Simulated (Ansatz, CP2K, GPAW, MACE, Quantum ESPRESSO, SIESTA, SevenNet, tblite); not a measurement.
**Twisted graphene double bilayer, 27.80° (104 atoms) in other programs, against a plane-wave reference**

Wanted: errors and costs of other methods on twisted graphene double bilayer, 27.80° (104 atoms). A plane-wave run serves as the reference.

Method: Kohn-Sham DFT, PBE, PAW, plane waves, in Ansatz 0.2.0.

**1. Starting point**

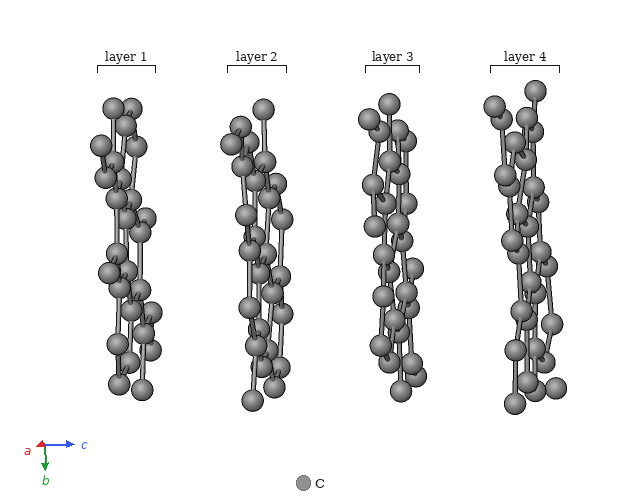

Start, viewed from the side, with the c axis across the page; carbon grey. Bonds to atoms that aren't drawn are left out. Some periodic images of atoms are drawn too.

The cell holds 104 atoms: 104 C. Cell: a = 8.870 Å, b = 8.870 Å, c = 24.180 Å, α = 90.0°, β = 90.0°, γ = 120.0°. It derives from C (graphene). Graphene (a = 2.46 Å) under graphene (a = 2.46 Å), double bilayer, commensurate cell of 13 unit cells a layer, twist 27.80 deg; facing planes 3.33, 3.52, 3.33 Å apart as built; 14 Å of vacuum; minimised with a classical potential. Then every atom was moved at random, 0.05 Å r.m.s. a Cartesian component. Regions: layer 1, 26 atoms (26 C); layer 2, 26 atoms (26 C); layer 3, 26 atoms (26 C); layer 4, 26 atoms (26 C). Vacuum lies along c.

**2. The reference run**

The PAW files are the set soft_2.

The input, input.yaml:

```yaml
crystal:
  lattice:
    - [8.8697, 0.0, 0.0]
    - [-4.43485, 7.68139, 0.0]
    - [0.0, 0.0, 24.18]
  atoms:
    - { symbol: C, position: [0.12467, 0.18718, 0.29057] }
    - { symbol: C, position: [0.1793, 0.0569, 0.29065] }
    - { symbol: C, position: [0.19462, 0.47171, 0.29176] }
    - { symbol: C, position: [0.25817, 0.35933, 0.28701] }
    [... 94 atom lines left out ...]
    - { symbol: C, position: [0.02305, 0.58761, 0.70802] }
    - { symbol: C, position: [0.08095, 0.77975, 0.71179] }
    - { symbol: C, position: [0.78757, 0.27827, 0.70795] }
    - { symbol: C, position: [0.84171, 0.45871, 0.70953] }
    - { symbol: C, position: [0.71603, 0.50859, 0.70943] }
    - { symbol: C, position: [0.77677, 0.69961, 0.71134] }
kpoints:
  mp_grid: { grid: [1, 1, 1] }
hamiltonian:
  xc: pbe
scf:
  occupations: { method: fermi_dirac, width: 0.05 }
output:
  forces: true
  eigenvalues: true
  populations: true
```

Command:

```bash
$ ansatz run input.yaml --threads 8 --pin off --max-ram 15872MiB --backend cpu --events-out ev --progress --plain --runs-dir out
```

Numbers of over 12 decimals in the logs are rounded to 6 here.

What it wrote:

```text
[...]
Pseudopotentials: kind: paw
Pseudopotential: C, paw, valence charge 4, recommended cutoff 420 eV (normal), C.paw.azcp
[... 5 lines on functional and potentials left out ...]
Crystal: 104 atoms, lattice volume = 1647.423 Å³
Basis set: ecut = 420 eV, 32187 PW (Γ), exchange–correlation on 120×120×324 points (8 copies of the dense FFT grid, shifted against one another)
Bands: 312, of which v1, the nominal top of the filled ones, is band 208 counted from 1 (207 counted from 0)
Symmetry: 1 space group operations
Space group: P1 (ITA 1), of the structure as read, at distance tolerance 1.2e-4 Å
k-points: 1
[... 3 lines on functional and potentials left out ...]
Initial density: superposition of atomic densities (neutral atoms: chi_scale 0, normalization atom), corrected by the library's trained network
Initial wavefunctions: pseudopotential atomic-orbital guess
[...]
SCF iter   1: F=—  HF=-26076.507609 eV  |F-HF|=—  |Δ(HF+E_count)|=         —  Δρ=3.40e-3  dr2=2.45e-1  ethr=1.77e-3  ⟨swp⟩=13.0  Hψ=2263  notcnv=0  defer=61
preconditioner: auto → Resta (q_TF=auto, 2.169 Å⁻¹)  ε∞=2.6  [insulator: Δε(μ)=2.642 eV  Ē_g=14.880 eV  σ=0.050 eV  W_gap=1.00  n_scr=262 (ndim 8)  ℏωp=18.7 eV  f_vac=0.440  D(μ)=0.00/eV (n_scr^D=0)  ε∞_Penn≈2.6  vacuum switching on, ρ_ref=1.6e-2 e/Å³]
[...]
SCF iter   8: F=—  HF=-26076.502879 eV  |F-HF|=—  |Δ(HF+E_count)|=   1.41e-6  Δρ=4.02e-6  dr2=1.89e-7  ethr=3.67e-10  ⟨swp⟩=2.0  Hψ=409  notcnv=0  defer=94
SCF iter   9: F=-26076.502880 eV  HF=-26076.502880 eV  |F-HF|=1.14e-8  |Δ(HF+E_count)|=   9.62e-7  Δρ=1.53e-6  dr2=6.28e-8  ethr=2.40e-11  ⟨swp⟩=23.0  Hψ=2254  notcnv=0
SCF 1 converged in 9 iterations: F = -26076.502880 eV  dr2 = 6.28e-8
[...]
SCF converged after 9 iterations
Free energy (F): -26076.502880 eV
Harris-Foulkes:  -26076.502880 eV  (|F-HF|=1.14e-8)
Internal energy: -26076.502880 eV  (E = F + TS)
E sigma→0 (E₀):  -26076.502880 eV
Fermi energy:    1.870332 eV
--- Per-component energies (eV) ---
[...]
Σ components = -26076.502880   (vs F -26076.502880, Δ=0.00e0)
--- Forces (eV/Å), atoms counted from 1 ---
  atom   1  C      4.12030641    -1.04755543    -0.64721342
  atom   2  C     -0.73834515    -1.95076351    -0.31864084
  atom   3  C      2.75948753     5.81628904    -0.37926904
  atom   4  C      0.37717950    -0.26325052     0.96524374
[...]
atom 104  C     -3.55236617    -4.50042867    -0.48723708
  max |Σ_I F_I| component: 6.78e-5 eV/Å
--- Band table (eV) ---
  k-point 0: bands = ["-17.7353", "-17.6614", "-17.5759", "-17.5070", [... 296 levels ...], "10.0439", "10.1012", "10.1824", "10.2042", "10.2219", "10.2787", "10.2822", "10.3479", "10.3500", "10.3877", "10.4022", "10.4246"]
--- Löwdin populations: 104 sites ---
  site symbol       q [e]
     0      C      3.9633
     1      C      3.9638
     2      C      3.9704
[...]
103      C      3.9639
  spilling = 0.009341 (of n_electrons = 416.000000)
```

The job ended after 9.9 s (8 threads of Arm Neoverse V2, shared host; peak memory 1.7 GiB).

In the SCF lines HF is the Harris–Foulkes energy and dr2 the Hartree energy of the density residual, in eV; the loop may stop once dr2 is under the threshold and the program's other checks hold. Hψ counts applications of the Hamiltonian.

The run gave:

```yaml
free_energy: -26076.5029 eV
free_energy_per_atom: -250.7356 eV/atom
scf_cycles: 9
r_m_s_force_component: 2.963 eV/Å
longest_force: 12.69 eV/Å
fermi_energy: 1.87 eV
spilling_of_the_projection: 0.009341
```

Length of the force by element:

| element | coordination | atoms | mean length of the force (eV/Å) | spread | least | most |
| --- | --- | --- | --- | --- | --- | --- |
| C | all | 104 | 4.52 | 2.43 | 0.223 | 12.7 |

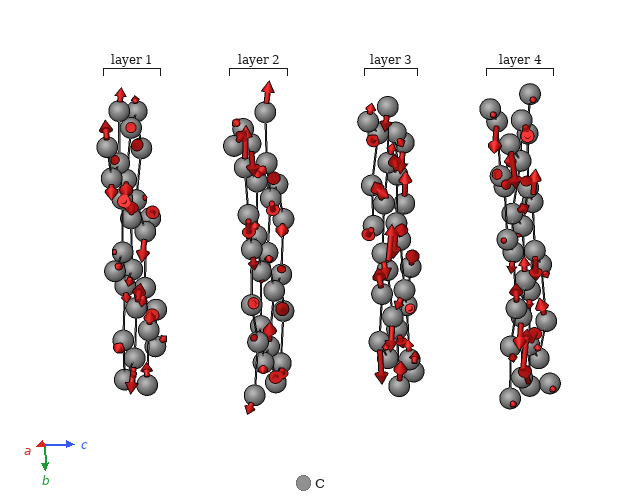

Forces as arrows; the longest in the cell is 12.7 eV/Å. Bonds to atoms that aren't drawn are left out. Some periodic images of atoms are drawn too.

The mean of these charges, 0.037 e, is only the charge that the projection spills.

Löwdin charges by element (they lack the spilled electrons, 0.037 e an atom on average):

| element | coordination | atoms | mean charge (e) | spread | least | most |
| --- | --- | --- | --- | --- | --- | --- |
| C | all | 104 | 0.0374 | 0.0078 | 0.0173 | 0.056 |

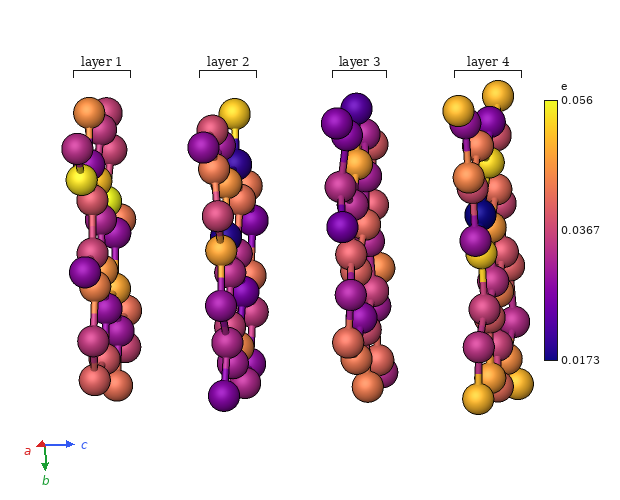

Atoms coloured by Löwdin charge. Bonds to atoms that aren't drawn are left out. Some periodic images of atoms are drawn too.

By region:

```csv
region,atoms,mean length of the force (eV/Å)
layer 1,26,3.92
layer 2,26,4.00
layer 3,26,5.24
layer 4,26,4.92
```

The levels nearest the highest filled one (over half full), pooled over k-points and spins:

| level less the highest filled one (eV) | occupation |
| --- | --- |
| -0.228 | 2 |
| -0.194 | 2 |
| -0.155 | 2 |
| -0.104 | 2 |
| -0.0514 | 2 |
| 0 | 2 |
| 2.64 | 0 |
| 2.71 | 0 |
| 2.78 | 0 |
| 2.78 | 0 |
| 2.89 | 0 |
| 2.91 | 0 |

**3. The other programs**

The programs:
- CP2K 2026.2: Gaussian basis with GTH pseudopotentials and a plane-wave density; labels give functional, basis (MOLOPT sets; SR short-range, UZH the newer set with its own potentials), grid cutoff/relative cutoff and solver (OT: orbital transformation; TRS4, TC2, SIGN: linear-scaling purification with its sparsity filter), or its built-in tight binding.
- GPAW 26.7.0: PAW with atomic orbitals (LCAO), plane waves or a real-space grid of spacing h.
- MACE: machine-learned potential, published weights.
- Quantum ESPRESSO 7.5: plane waves; labels (QE) give functional, pseudopotential set and cutoffs of waves/density.
- SIESTA 5.4.2: numerical atomic orbitals, whose automatically made sets are far from complete, with PseudoDojo norm-conserving potentials that we converted to its format (checked against plane waves on the same files for H, C, O, Si, Ge and Ca alone); labels give functional, basis size, energy shift and mesh cutoff.
- SevenNet: machine-learned potential, published weights.
- tblite 0.8.0: extended tight binding, driven from Python.

All use the same cell and atoms; the electronic-structure runs use the same k-mesh, and an electronic temperature of 580 K (0.05 eV) where levels are smeared.

Differences are against the plane-wave reference, forces as r.m.s. over components; share is that over the reference's r.m.s. force, slope the least-squares factor from reference forces to these. Total energies of different programs have different zeros and aren't compared.

```
                                                          run  Δ force, r.m.s. (meV/Å)  share (%)  slope  cores  CPU time  memory (GiB)
                                                    reference                        -          -      -      8      73 s           1.7
        CP2K BLYP, DZVP-MOLOPT-SR, 450/50 Ry, diagonalisation                     64.2       2.17  0.996      4   9.3 min           4.2
                               CP2K GFN1-xTB, diagonalisation                      169       5.70  0.979      1     3.3 s          0.22
CP2K PBE, DZVP-MOLOPT-SR, 450/30 Ry, diagonalisation (coarse)                     51.4       1.74  1.015      4     7 min           4.2
         CP2K PBE, DZVP-MOLOPT-SR, 450/50 Ry, diagonalisation                     51.4       1.73  1.015      4   8.6 min           4.2
         CP2K PBE, DZVP-MOLOPT-SR, 630/50 Ry, diagonalisation                     51.4       1.73  1.015      4    11 min           5.8
 CP2K PBE, SZV-MOLOPT-SR, 450/50 Ry, diagonalisation (coarse)                      795       26.8  1.264      1   5.7 min           3.1
                                  GPAW LDA, LCAO dzp, h 0.2 Å                      172       5.82  1.048      1      91 s           1.0
                                 GPAW PBE, LCAO dzp, h 0.16 Å                      208       7.04  1.060      2   2.7 min           1.9
                                  GPAW PBE, LCAO dzp, h 0.2 Å                      208       7.02  1.059      1      99 s           1.0
                                 MACE MP-0b3 medium potential                      248       8.37  0.948      1       8 s           1.3
                                  MACE MPA-0 medium potential                      276       9.32  1.065      1     7.9 s           1.3
                                  QE PBE, gbrv-1.5, 40/200 Ry                     23.9      0.807  1.006      4    10 min           2.1
                     QE PBE, sssp-1.3.0-efficiency, 45/360 Ry                     6.99      0.236  1.002      4    14 min           4.3
          SIESTA PBE, DZ, shift 0.01 Ry, mesh 300 Ry (coarse)                      460       15.5  1.145      1      70 s          0.73
                  SIESTA PBE, DZP, shift 0.01 Ry, mesh 300 Ry                      358       12.1  1.103      2   3.8 min           1.4
         SIESTA PBE, SZP, shift 0.01 Ry, mesh 300 Ry (coarse)                      726       24.5  1.187      2   2.7 min           1.2
                  SIESTA PBE, TZP, shift 0.01 Ry, mesh 300 Ry                      288       9.73  1.081      4   5.3 min           2.1
               SIESTA PBEsol, DZP, shift 0.01 Ry, mesh 300 Ry                      394       13.3  1.112      2   3.6 min           1.4
                                      SevenNet l3i5 potential                      187       6.32  1.011      1      12 s           2.1
                                              tblite GFN1-xTB                      170       5.73  0.979      1     1.7 s          0.13
                                              tblite GFN2-xTB                      187       6.30  0.966      1     5.6 s          0.13
```

Rows marked coarse were listed beforehand as settings not expected to be converged; some can still land near the reference.

Times of the machine-learned potentials are mostly Python's start and the loading of weights.

CPU time is summed over cores on a shared host, where runs went side by side, so it is rough. Symmetry, cutoffs, thresholds, outputs and thread counts weren't matched or tuned between programs; memory under MPI is the largest rank's times the ranks.

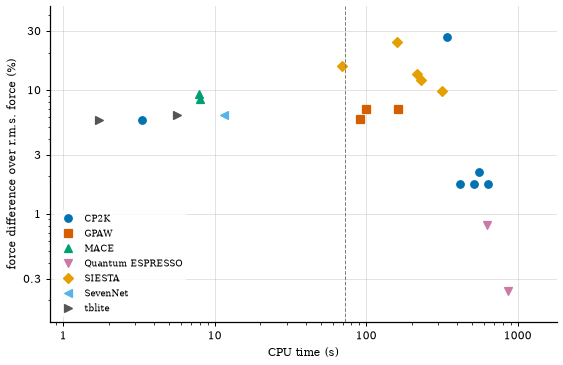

Force difference against CPU time; the dashed line marks the reference's time.

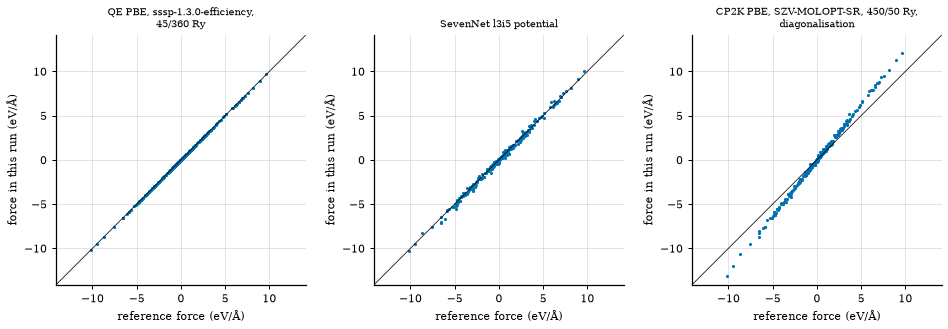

Force components against those of the reference; the line marks equality.

Runs without a result: CP2K PBE, TZVP-MOLOPT, 450/50 Ry, diagonalisation (cut off at its time limit of 30 min).

Within one program, basis, potentials and functional, energies share a zero. Each run against its twin at the usual cutoff or grid and solver:

| run | twin | Δ energy (meV/atom) | Δ force, r.m.s. (meV/Å) | CPU time over the twin's |
| --- | --- | --- | --- | --- |
| CP2K PBE, DZVP-MOLOPT-SR, 450/30 Ry, diagonalisation | DZVP-MOLOPT-SR, 450/50 Ry, diagonalisation | -0.128 | 1.04 | 0.81 |
| CP2K PBE, DZVP-MOLOPT-SR, 630/50 Ry, diagonalisation | DZVP-MOLOPT-SR, 450/50 Ry, diagonalisation | -3.0e-4 | 0.764 | 1.2 |
| GPAW PBE, LCAO dzp, h 0.16 Å | LCAO dzp, h 0.2 Å | -72.6 | 16.0 | 1.6 (this twin ran on 1 cores) |

**4. What came out**

```yaml
reference_r_m_s_force_component: 2.96 eV/Å
nearest_in_forces: QE PBE, sssp-1.3.0-efficiency, 45/360 Ry, 0.24 %
farthest_in_forces: CP2K PBE, SZV-MOLOPT-SR, 450/50 Ry, diagonalisation (coarse), 27 %
cheapest_electronic_structure_run_beside_the_reference: tblite GFN1-xTB, 1.7 s of CPU time
```

In words: PBE on plane waves or a grid with other potentials, cutoffs or grids, coarse settings apart, differs from the reference by 0.24 % (QE PBE, sssp-1.3.0-efficiency, 45/360 Ry) to 0.81 % (QE PBE, gbrv-1.5, 40/200 Ry) of the r.m.s. force; this holds the reference's own error, so differences of a few per cent don't tell which side is nearer the exact PBE result (QE's 40 Ry are 544 eV, against the reference's 420 eV). The PBE runs in local orbitals, coarse settings apart, differ by 1.7 % (CP2K PBE, DZVP-MOLOPT-SR, 450/50 Ry, diagonalisation) to 12 % (SIESTA PBE, DZP, shift 0.01 Ry, mesh 300 Ry); basis, grid and potentials can all enter. Tight binding differs by 5.7 % (CP2K GFN1-xTB, diagonalisation) to 6.3 % (tblite GFN2-xTB); it is another model, with fitted parameters of its own, and the xTB methods hold dispersion. Machine-learned potentials differ by 6.3 % (SevenNet l3i5 potential) to 9.3 % (MACE MPA-0 medium potential); they were trained on other programs' data. Rows with another functional or a dispersion term differ by 2.2 % (CP2K BLYP, DZVP-MOLOPT-SR, 450/50 Ry, diagonalisation) to 13 % (SIESTA PBEsol, DZP, shift 0.01 Ry, mesh 300 Ry), which mixes the change of model with differences of basis and potentials. Runs with settings chosen to be coarse differ by 1.7 % (CP2K PBE, DZVP-MOLOPT-SR, 450/30 Ry, diagonalisation) to 27 % (CP2K PBE, SZV-MOLOPT-SR, 450/50 Ry, diagonalisation), their programs' other errors included. Of the electronic-structure runs that take under half the reference's CPU time, CP2K GFN1-xTB, diagonalisation is among the nearest, at 5.7 % in 3.3 s against 73 s. CP2K PBE, SZV-MOLOPT-SR, 450/50 Ry, diagonalisation stiffens the forces by a factor of 1.26 while following their directions (correlation 0.999); the slopes of the 6 CP2K runs lie between 0.98 and 1.26. In the reference: no gap is quoted: the bands of a honeycomb sheet meet or nearly meet at one point of the zone, so the spacing of levels depends on whether the mesh holds it and on how the neighbours disturb the sheet. In the reference: Löwdin charges run from +0.02 to +0.06 e, about a mean that is the spilled charge alone. Periodic xTB results under one method name differ between programs and library versions. Machine-learned potentials mimic data converged in k, so the reference's own k-point error enters their differences. The reference's PBE has no dispersion term, which matters for the binding between molecules or layers. One k-point is far too coarse for the carbon or group-IV sheet, and it can put spurious forces of up to about 1 eV/Å on the sheet's atoms. The electronic-structure runs sample only Γ, in a cell whose shortest periodic width is 8 Å.

[Also dropped from logs without a mark: logging warnings of Python, and SIESTA's first energy breakdown and zero terms.]

[Logs are printed without paths, hosts, clocks, repeated set-up lines and the standing remarks that a program may print on its own settings, such as how far it seeks lower states.]

[Hosts, paths, dates, database ids (printed as entryN), source tags and the programs' standing remarks are cut or masked in the printed files.]
